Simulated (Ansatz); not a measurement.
# AlNi (Pm-3m): modes against uniaxial strain along [001]

Aim: how do the optical modes of AlNi (Pm-3m) shift and split under this strain?

Main program and level: Ansatz 0.2.0; DFT PBEsol, scalar-relativistic, plane waves, PAW; PAW set soft_1.

The database entry behind the starting cell differs from later determinations by our own check (about 0.2 % short), so it need not match the best structure at ambient conditions.

## (1) Set-up

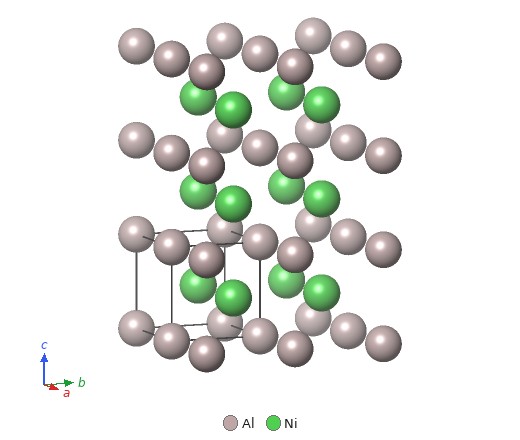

The starting structure, seen slightly off an axis (aluminium light grey, nickel green). 2×2×3 cells are drawn. Some periodic images of atoms are drawn too.

## (2) Bringing the structure to rest

The cell and atoms are relaxed, since residual forces and stress would shift the frequencies.

The input, input.yaml:

```yaml
crystal:
  lattice:
    - [2.881, 0.0, 0.0]
    - [0.0, 2.881, 0.0]
    - [0.0, 0.0, 2.881]
  atoms:
    - { symbol: Al, position: [0.0, 0.0, 0.0] }
    - { symbol: Ni, position: [0.5, 0.5, 0.5] }
kpoints:
  mp_grid: { grid: [14, 14, 14] }
hamiltonian:
  xc: pbesol
  pseudopotentials: { kind: paw, azcp: { folder: soft_1 }, xc_functional: pbe }
scf:
  occupations: { method: gaussian, width: 0.1 }
output:
  forces: true
  stress: true
  eigenvalues: true
  write_density: true
  write_potential: true
  elf: true
  volumetric_format: npy
relax:
  adjacent_minimum: "off"
  f_tol: 0.005
  max_steps: 80
  cell: { stress_tol: 0.05 }
```

Run with:

```console
> ansatz run input.yaml --threads 4 --pin off --max-ram 10240MiB --backend cpu --events-out ev --progress --plain --runs-dir out
```

Numbers of over 12 decimals in the logs are rounded to 6 here.

Output:

```text
Engine: ansatz 0.2.0, x86_64-unknown-linux-gnu
Pseudopotentials: kind: paw
Pseudopotential: Al, paw, valence charge 3, recommended cutoff 420 eV (normal), soft_1/Al.paw.azcp
Pseudopotential: Ni, paw, valence charge 18, recommended cutoff 420 eV (normal), soft_1/Ni.paw.azcp
Functional definition: PBEsol
  exchange = pbesol_x
  correlation = pbesol_c
Crystal: 2 atoms, lattice volume = 23.913 Å³
Basis set: ecut = 420 eV, 461 PW (Γ), exchange–correlation on 40×40×40 points (8 copies of the dense FFT grid, shifted against one another)
Bands: 15, of which v1, the nominal top of the filled ones, is band 11 counted from 1 (10 counted from 0)
Symmetry: 48 space group operations
Space group: Pm-3m (ITA 221), of the structure as read, at distance tolerance 2.9e-5 Å
k-points: 120 of 2744
Non-local potential: Al, projectors of the file, l = 0: 2, l = 1: 2, l = 2: 1
Non-local potential: Ni, projectors of the file, l = 0: 3, l = 1: 2, l = 2: 3, l = 3: 1
PAW form: soft (Blöchl's): semilocal exchange-correlation on the pseudo side does not see the compensation charge
PAW frozen core: Al, regenerated for the run's functional, and the local potential with it (the file was generated under x = pbe(κ = 0.804, μ = 0.219515), c = pbe(β = 0.066725))
PAW frozen core: Ni, regenerated for the run's functional, and the local potential with it (the file was generated under x = pbe(κ = 0.804, μ = 0.219515), c = pbe(β = 0.066725))
PAW one-centre angular grid: Al, 110 points (default); XC on 64 Gauss nodes
PAW one-centre angular grid: Ni, 590 points (default); XC on 64 Gauss nodes
Initial density: superposition of atomic densities (chi_scale 0.1, normalization cell, long waves kept (reshape's long-wave potential 0.00 eV rms))
Initial wavefunctions: pseudopotential atomic-orbital guess
Functional: x = pbesol(κ = 0.804, μ = 0.123457), c = pbesol(β = 0.046)
SCF iter   1: F=—  HF=-6331.244153 eV  |F-HF|=—  |Δ(HF+E_count)|=         —  Δρ=8.10e-2  dr2=1.57e0  ethr=3.10e-3  ⟨swp⟩=4.1  Hψ=8024  notcnv=0
preconditioner: auto → none  [metal: Δε(μ)=0.060 eV  Ē_g=10.131 eV  σ=0.100 eV  W_gap=0.33  n_scr=6 (ndim 8)  ℏωp=27.4 eV  f_vac=0.000  D(μ)=0.85/eV (n_scr^D=6)  sad-step TF]
SCF iter   2: F=—  HF=-6331.084661 eV  |F-HF|=—  |Δ(HF+E_count)|=   1.59e-1  Δρ=5.90e-2  dr2=9.06e-1  ethr=3.10e-3  ⟨swp⟩=2.0  Hψ=3230  notcnv=0  defer=52
SCF iter   3: F=—  HF=-6330.890423 eV  |F-HF|=—  |Δ(HF+E_count)|=   1.94e-1  Δρ=2.39e-2  dr2=1.21e-1  ethr=3.10e-3  ⟨swp⟩=2.0  Hψ=2295  notcnv=0  defer=52
SCF iter   4: F=—  HF=-6330.870070 eV  |F-HF|=—  |Δ(HF+E_count)|=   2.04e-2  Δρ=5.24e-3  dr2=3.88e-3  ethr=5.75e-4  ⟨swp⟩=2.1  Hψ=3202  notcnv=0  defer=49
SCF iter   5: F=—  HF=-6330.869885 eV  |F-HF|=—  |Δ(HF+E_count)|=   1.85e-4  Δρ=4.62e-4  dr2=2.27e-5  ethr=1.85e-5  ⟨swp⟩=2.3  Hψ=2429  notcnv=0  defer=49
SCF iter   6: F=—  HF=-6330.869877 eV  |F-HF|=—  |Δ(HF+E_count)|=   8.21e-6  Δρ=9.65e-5  dr2=1.21e-6  ethr=1.08e-7  ⟨swp⟩=2.0  Hψ=3015  notcnv=0  defer=49
SCF iter   7: F=-6330.869877 eV  HF=-6330.869877 eV  |F-HF|=2.38e-8  |Δ(HF+E_count)|=   1.35e-7  Δρ=1.06e-5  dr2=1.76e-8  ethr=4.76e-10  ⟨swp⟩=9.7  Hψ=12227  notcnv=0
SCF 1 converged in 7 iterations: F = -6330.869877 eV  dr2 = 1.76e-8
  greatest PAW one-centre occupation: 1.001 electrons in one spin orbital (limit 2), on the Ni atom at site 1 (counted from 0), in its partial waves of l = 1
relax step   1: F+E_penalty+E_count = -6330.86987662 eV  Δ(F+E_penalty+E_count) = +0.000e0 eV  max|allowed force component| = 1.262e-29 eV/Å  Δτ_max = 0.0000 Å  P = -3.283 GPa  Ω = 23.913 Å³  (7 SCF iters, dr2 threshold 1.00e-7 eV, accepted)
Crystal: 2 atoms, lattice volume = 23.625 Å³
Initial density: handed on by an earlier stage of this run
Initial wavefunctions: those handed on with the density
iter 1 solved again at ethr=3.70e-6 eV; its pass at ethr=3.10e-3 eV (dr2=7.78e-4 eV) is discarded
SCF iter   1: F=—  HF=-6330.874205 eV  |F-HF|=—  |Δ(HF+E_count)|=         —  Δρ=2.24e-3  dr2=7.60e-4  ethr=3.70e-6  ⟨swp⟩=2.1  Hψ=10156  notcnv=0
preconditioner: auto → none  [metal: Δε(μ)=0.008 eV  Ē_g=9.741 eV  σ=0.100 eV  W_gap=0.05  n_scr=6 (ndim 8)  ℏωp=27.5 eV  f_vac=0.000  D(μ)=1.03/eV (n_scr^D=6)]
SCF iter   2: F=—  HF=-6330.874100 eV  |F-HF|=—  |Δ(HF+E_count)|=   1.06e-4  Δρ=3.51e-4  dr2=2.45e-5  ethr=3.62e-6  ⟨swp⟩=1.2  Hψ=1876  notcnv=0
SCF iter   3: F=—  HF=-6330.874100 eV  |F-HF|=—  |Δ(HF+E_count)|=   4.49e-7  Δρ=6.97e-5  dr2=8.14e-7  ethr=1.16e-7  ⟨swp⟩=1.8  Hψ=2288  notcnv=0
iter 4 did not close the SCF: its close was put off for the readings that it lacked (scf_convergence_deferred on its scf_iter line)
SCF iter   4: F=-6330.874100 eV  HF=-6330.874100 eV  |F-HF|=1.72e-9  |Δ(HF+E_count)|=   3.31e-7  Δρ=2.02e-5  dr2=4.35e-8  ethr=3.88e-9  ⟨swp⟩=2.0  Hψ=2592  notcnv=0
iter 5 did not close the SCF: its close was put off for the readings that it lacked (scf_convergence_deferred on its scf_iter line)
SCF iter   5: F=-6330.874100 eV  HF=-6330.874100 eV  |F-HF|=8.73e-11  |Δ(HF+E_count)|=   8.60e-9  Δρ=1.88e-6  dr2=3.59e-10  ethr=2.07e-10  ⟨swp⟩=1.2  Hψ=1828  notcnv=0
SCF iter   6: F=-6330.874100 eV  HF=-6330.874100 eV  |F-HF|=9.09e-13  |Δ(HF+E_count)|=  5.09e-11  Δρ=5.18e-8  dr2=2.86e-13  ethr=1.71e-12  ⟨swp⟩=4.0  Hψ=8167  notcnv=0
SCF 2 converged in 6 iterations: F = -6330.874100 eV  dr2 = 2.86e-13
relax step   2: F+E_penalty+E_count = -6330.87409967 eV  Δ(F+E_penalty+E_count) = -4.223e-3 eV  max|allowed force component| = 2.104e-30 eV/Å  Δτ_max = 0.0000 Å  P = -1.310 GPa  Ω = 23.625 Å³  energy of the carried Pulay correction = +7.983e-5 eV  (6 SCF iters, dr2 threshold 2.00e-7 eV, accepted)
Crystal: 2 atoms, lattice volume = 23.438 Å³
iter 1 solved again at ethr=1.61e-6 eV; its pass at ethr=3.10e-3 eV (dr2=3.38e-4 eV) is discarded
SCF iter   1: F=—  HF=-6330.874943 eV  |F-HF|=—  |Δ(HF+E_count)|=         —  Δρ=1.49e-3  dr2=3.36e-4  ethr=1.61e-6  ⟨swp⟩=2.1  Hψ=10062  notcnv=0
preconditioner: auto → none  [metal: Δε(μ)=0.009 eV  Ē_g=9.808 eV  σ=0.100 eV  W_gap=0.05  n_scr=6 (ndim 8)  ℏωp=27.7 eV  f_vac=0.000  D(μ)=1.02/eV (n_scr^D=6)]
SCF iter   2: F=—  HF=-6330.874896 eV  |F-HF|=—  |Δ(HF+E_count)|=   4.72e-5  Δρ=2.35e-4  dr2=1.09e-5  ethr=1.60e-6  ⟨swp⟩=1.2  Hψ=1873  notcnv=0
SCF iter   3: F=—  HF=-6330.874897 eV  |F-HF|=—  |Δ(HF+E_count)|=   1.00e-6  Δρ=4.50e-5  dr2=3.14e-7  ethr=5.21e-8  ⟨swp⟩=1.9  Hψ=2353  notcnv=0
iter 4 did not close the SCF: its close was put off for the readings that it lacked (scf_convergence_deferred on its scf_iter line)
SCF iter   4: F=-6330.874897 eV  HF=-6330.874897 eV  |F-HF|=2.32e-9  |Δ(HF+E_count)|=   1.34e-7  Δρ=1.24e-5  dr2=1.58e-8  ethr=1.49e-9  ⟨swp⟩=2.0  Hψ=2645  notcnv=0
iter 5 did not close the SCF: its close was put off for the readings that it lacked (scf_convergence_deferred on its scf_iter line)
SCF iter   5: F=-6330.874897 eV  HF=-6330.874897 eV  |F-HF|=2.47e-10  |Δ(HF+E_count)|=   4.10e-9  Δρ=1.97e-6  dr2=4.00e-10  ethr=7.55e-11  ⟨swp⟩=1.2  Hψ=1838  notcnv=0
SCF iter   6: F=-6330.874897 eV  HF=-6330.874897 eV  |F-HF|=0.00e0  |Δ(HF+E_count)|=  2.18e-11  Δρ=3.94e-8  dr2=1.82e-13  ethr=1.90e-12  ⟨swp⟩=3.9  Hψ=8161  notcnv=0
SCF 3 converged in 6 iterations: F = -6330.874897 eV  dr2 = 1.82e-13
relax step   3: F+E_penalty+E_count = -6330.87489653 eV  Δ(F+E_penalty+E_count) = -7.969e-4 eV  max|allowed force component| = 6.294e-30 eV/Å  Δτ_max = 0.0000 Å  P = +0.045 GPa  Ω = 23.438 Å³  energy of the carried Pulay correction = +1.323e-4 eV  (6 SCF iters, dr2 threshold 2.00e-7 eV, accepted)
Initial wavefunctions: pseudopotential atomic-orbital guess (no wavefunctions were taken with the density)
iter 1 solved again at ethr=7.62e-9 eV; its pass at ethr=3.10e-3 eV (dr2=1.60e-6 eV) is discarded
SCF iter   1: F=—  HF=-6330.874766 eV  |F-HF|=—  |Δ(HF+E_count)|=         —  Δρ=2.19e-5  dr2=1.99e-8  ethr=7.62e-9  ⟨swp⟩=3.0  Hψ=13654  notcnv=0
preconditioner: auto → none  [metal: Δε(μ)=0.009 eV  Ē_g=9.813 eV  σ=0.100 eV  W_gap=0.05  n_scr=6 (ndim 8)  ℏωp=27.7 eV  f_vac=0.000  D(μ)=1.02/eV (n_scr^D=6)]
SCF iter   2: F=—  HF=-6330.874767 eV  |F-HF|=—  |Δ(HF+E_count)|=   1.33e-6  Δρ=1.57e-5  dr2=2.32e-8  ethr=9.48e-11  ⟨swp⟩=2.0  Hψ=3062  notcnv=0
SCF iter   3: F=—  HF=-6330.874767 eV  |F-HF|=—  |Δ(HF+E_count)|=   5.87e-9  Δρ=5.86e-6  dr2=3.98e-9  ethr=9.48e-11  ⟨swp⟩=1.6  Hψ=2420  notcnv=0
SCF iter   4: F=—  HF=-6330.874767 eV  |F-HF|=—  |Δ(HF+E_count)|=  8.15e-10  Δρ=6.13e-7  dr2=3.97e-11  ethr=1.89e-11  ⟨swp⟩=2.3  Hψ=2550  notcnv=0
iter 5 did not close the SCF: its close was put off for the readings that it lacked (scf_convergence_deferred on its scf_iter line)
SCF iter   5: F=-6330.874767 eV  HF=-6330.874767 eV  |F-HF|=3.64e-12  |Δ(HF+E_count)|=  1.09e-11  Δρ=6.38e-8  dr2=4.36e-13  ethr=1.00e-12  ⟨swp⟩=1.0  Hψ=1800  notcnv=0
SCF iter   6: F=-6330.874767 eV  HF=-6330.874767 eV  |F-HF|=9.09e-13  |Δ(HF+E_count)|=    0.00e0  Δρ=1.25e-8  dr2=1.66e-14  ethr=1.00e-12  ⟨swp⟩=3.0  Hψ=6531  notcnv=0
SCF 4 converged in 6 iterations: F = -6330.874767 eV  dr2 = 1.66e-14
relax step   4: F+E_penalty+E_count = -6330.87476693 eV  Δ(F+E_penalty+E_count) = +1.296e-4 eV  max|allowed force component| = 3.599e-30 eV/Å  Δτ_max = 0.0000 Å  P = +0.042 GPa  Ω = 23.438 Å³  stress off target by 4.18e-2 GPa  SCF on the basis re-selected at this cell (its energy is not comparable with the rows above)  (6 SCF iters)
basis re-selected at this cell: Δ(F+E_penalty+E_count) = +1.296e-4 eV, ΔP = -0.003 GPa vs the last step (what re-selecting the basis moved, of the pressure what is left beyond the Pulay correction that the steps carried, after the strain that the cell walked since its last selection, with what the two solves' SCF thresholds leave and, on support functions, any second-order correction that the steps lacked; it is no m [...]
SCF converged after 6 iterations
Free energy (F): -6330.874767 eV
Harris-Foulkes:  -6330.874767 eV  (|F-HF|=9.09e-13)
Internal energy: -6330.869674 eV  (E = F + TS)
E sigma→0 (E₀):  -6330.872220 eV
Entropy (-TS):   -0.005093 eV (-2.547 meV/atom)
Fermi energy:    14.057237 eV
--- Per-component energies (eV) ---
  E_band       = -333.829782
  E_kinetic    = 369.140224
  E_local      = -3718.717780  (includes V_loc(G=0)·N_el)
  E_nonlocal   = -105.507255
  E_hartree    = 1951.442589
  E_xc         = -151.755537
  E_vxc        = -177.579108  (∫ρ·V_xc dr)
  E_paw        = -2080.783194  (= ΣΔE_a)
  E_vpaw       = -604.051800  (= ΣTr[D̂ρ^β])
  E_aug_tail   = 0.000752  (compensation charges beyond the density's cutoff)
  E_ewald      = -2594.905901
  E_core_change = 0.216428  (= ΣΔE_core)
  E_smearing   = -0.005093  (= −TS)
  E_closure    = -0.000000  (closes the sum)
  Σ components = -6330.874767   (vs F -6330.874767, Δ=0.00e0)
--- Forces (eV/Å), atoms counted from 1 ---
  atom   1  Al     0.00000000    -0.00000000     0.00000000
  atom   2  Ni    -0.00000000     0.00000000     0.00000000
  max |Σ_I F_I| component: 7.53e-30 eV/Å
--- Stress (GPa, compression-positive) ---
        0.041752       0.000000      -0.000000
        0.000000       0.041752      -0.000000
       -0.000000      -0.000000       0.041752
  P = ⅓ Tr σ = 0.0418 GPa (0.418 kbar)
--- Band table (eV; the first three rows and the last of 120) ---
  k-point 0: bands = [... 7 lower, 12.5098, 12.5098, 12.5098, 19.6367, 19.6367, 19.6367, 22.2636, 22.2636]
  k-point 1: bands = [... 7 lower, 12.4673, 12.4673, 12.5143, 18.6531, 19.7627, 19.7627, 22.2671, 23.1538]
  k-point 2: bands = [... 7 lower, 12.3526, 12.3526, 12.5271, 17.0463, 20.1283, 20.1283, 22.2774, 24.4375]
  k-point 119: bands = [... 7 lower, 13.0873, 13.0873, 16.0087, 16.0087, 16.0087, 17.9769, 18.6545, 18.6545]
--- Relaxed structure (3 steps of the walk, 3 accepted, 1 SCFs on fresh bases) ---
  F+E_penalty+E_count = -6330.87476693 eV   max|allowed force component| = 3.599e-30 eV/Å   (the final SCF, on the basis selected at the relaxed cell)
  cell:  # Å, volume = 23.4379 Å³
    - [2.861802, 0, 0]
    - [0.0, 2.861802, 0.0]
    - [0, 0.0, 2.861802]
  atoms:
    - { symbol: Al, position: [0, 0, 0] }
    - { symbol: Ni, position: [0.5, 0.5, 0.5] }
```

Elapsed: 3.1 s, on 4 threads of Intel Xeon Platinum 8488C (Sapphire Rapids), shared host; peak memory 0.38 GiB; 9.6 s of CPU time.

This run has no spin polarisation, although Ni can carry a moment.

Relaxation path:

```csv
step,energy less that of the first step (eV),largest force component (eV/Å),pressure (GPa),volume (Å³)
1,0.0000,0.0000,-3.28,23.91
2,-0.0042,0.0000,-1.31,23.63
3,-0.0050,0.0000,0.04,23.44
4*,-0.0049,0.0000,0.04,23.44
```

Relaxation steps marked * repeat the geometry before them on a plane-wave basis chosen anew for their cell, so energy and pressure can jump there.

The run keeps the 48 symmetry operations that it works with, so distortions that break them were not tested.

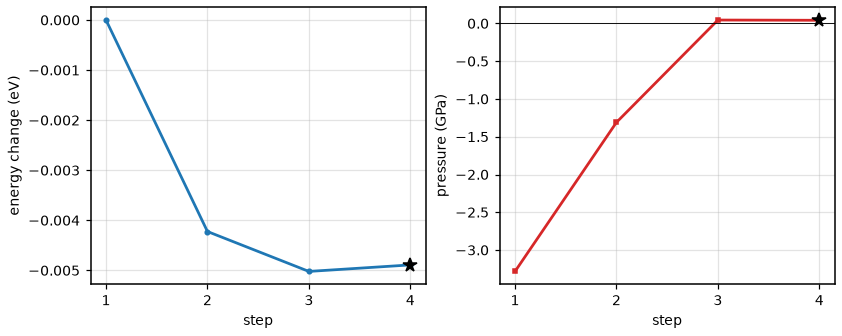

Energy and pressure along the relaxation. Stars mark steps on a basis chosen anew.

```csv
"conventional cell, symmetrised",before,after,change
a (Å),2.881,2.862,-0.7 %
b (Å),2.881,2.862,-0.7 %
c (Å),2.881,2.862,-0.7 %
volume (Å³/atom),11.96,11.72,-2.0 %
```

The relaxed structure:

```
Al Ni
1.0
     2.86180    0.00000    0.00000
     0.00000    2.86180    0.00000
     0.00000    0.00000    2.86180
Al Ni
1 1
Direct
  0.00000 0.00000 0.00000
  0.50000 0.50000 0.50000
```

Numbers from this step:

```
pressure          : 0.04175 GPa
volume per atom   : 11.72 Å³
gap on the k-mesh : 0 eV
```

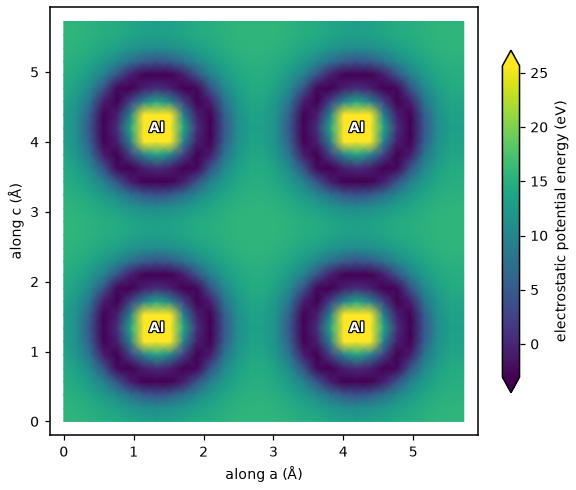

Electrostatic potential energy in the ac plane at fractional y = 0.000, with atoms of Al within 0.2 Å of it. With pseudopotentials it is smooth inside the atoms' cores, unlike the true potential. The map starts off the cell's origin, so that atoms lie inside it.

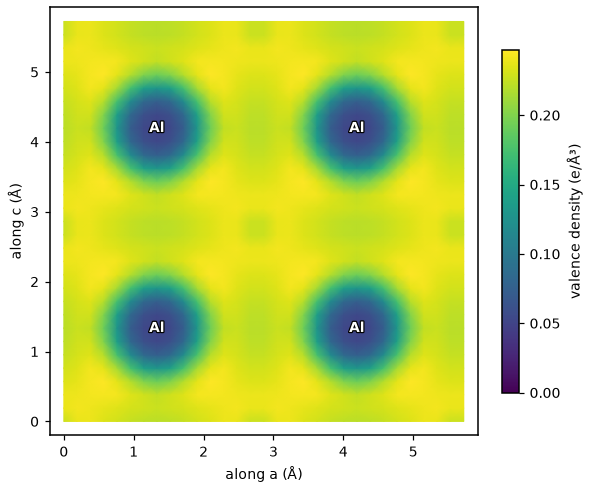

Valence density in the ac plane at fractional y = 0.000, with atoms of Al within 0.2 Å of it. It is the smooth field of the valence electrons, not physical close to the nuclei. The map starts off the cell's origin, so that atoms lie inside it.

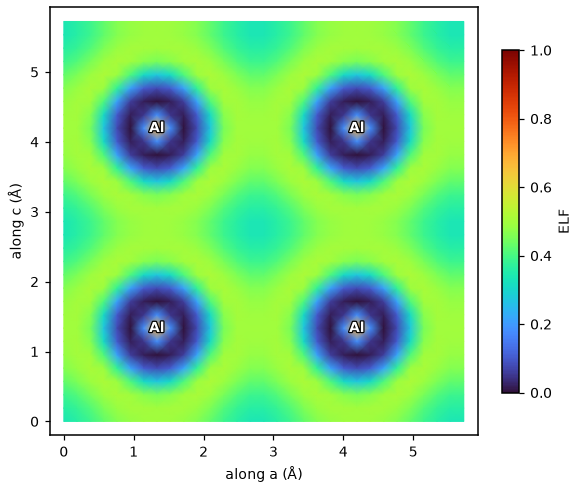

ELF in the ac plane at fractional y = 0.000, with atoms of Al within 0.2 Å of it. It is the smooth field of the valence electrons, not physical close to the nuclei. The map starts off the cell's origin, so that atoms lie inside it.

In this step the volume went from 11.96 to 11.72 Å³/atom.

## (3) Tight relaxation

Phonons need small forces and stress, so the relaxation is finished with tight tolerances on 16×16×16 k points.

The input, input.yaml:

```yaml
crystal:
  lattice:
    - [2.8618020452, 0.0, 0.0]
    - [0.0, 2.8618020452, 0.0]
    - [0.0, 0.0, 2.8618020452]
  atoms:
    - { symbol: Al, position: [0.0, 0.0, 0.0] }
    - { symbol: Ni, position: [0.5, 0.5, 0.5] }
kpoints:
  mp_grid: { grid: [16, 16, 16] }
hamiltonian:
  xc: pbesol
  pseudopotentials: { kind: paw, azcp: { folder: soft_1 }, xc_functional: pbe }
scf:
  occupations: { method: methfessel_paxton, width: 0.2 }
output:
  forces: true
  stress: true
  eigenvalues: true
relax:
  adjacent_minimum: "off"
  f_tol: 0.001
  max_steps: 60
  cell: { stress_tol: 0.01 }
```

Output:

```text
[...]
Crystal: 2 atoms, lattice volume = 23.438 Å³
Basis set: ecut = 420 eV, 461 PW (Γ), exchange–correlation on 40×40×40 points (8 copies of the dense FFT grid, shifted against one another)
Bands: 15, of which v1, the nominal top of the filled ones, is band 11 counted from 1 (10 counted from 0)
Symmetry: 48 space group operations
[...]
k-points: 165 of 4096
[...]
k-point 164: bands = [... 7 lower, 13.0928, 13.0928, 16.0103, 16.0103, 16.0103, 17.9775, 18.6572, 18.6572]
--- Relaxed structure (2 steps of the walk, 2 accepted, 1 SCFs on fresh bases) ---
[...]
cell:  # Å, volume = 23.4364 Å³
    - [2.861739, 0.0, 0]
    - [0.0, 2.861739, 0.0]
    - [0, 0.0, 2.861739]
  atoms:
    - { symbol: Al, position: [0, 0, 0] }
    - { symbol: Ni, position: [0.5, 0.5, 0.5] }
[key lines of the parts left out:]
SCF converged after 4 iterations
Free energy (F): -6330.874466 eV
Fermi energy:    14.083151 eV
P = ⅓ Tr σ = -0.0089 GPa (-0.089 kbar)
```

Run time: 2.6 s. Hardware: 4 threads; peak memory 0.4 GiB.

Little changed from the start: no atom moved by 0.005 Å and no cell edge by 0.1 %.

Numbers from this step:

* pressure: -0.008878 GPa

The forces vanish by symmetry and the pressure is -0.009 GPa, within the tolerances set. The cell now holds 11.72 Å³/atom.

(Part 1 of 2 ends here.)

[Logs are printed without paths, hosts, clocks, repeated set-up lines and the standing remarks that a program may print on its own settings, such as how far it seeks lower states.]

[Hosts, paths, dates, database ids (printed as entryN), source tags and the programs' standing remarks are cut or masked in the printed files.]
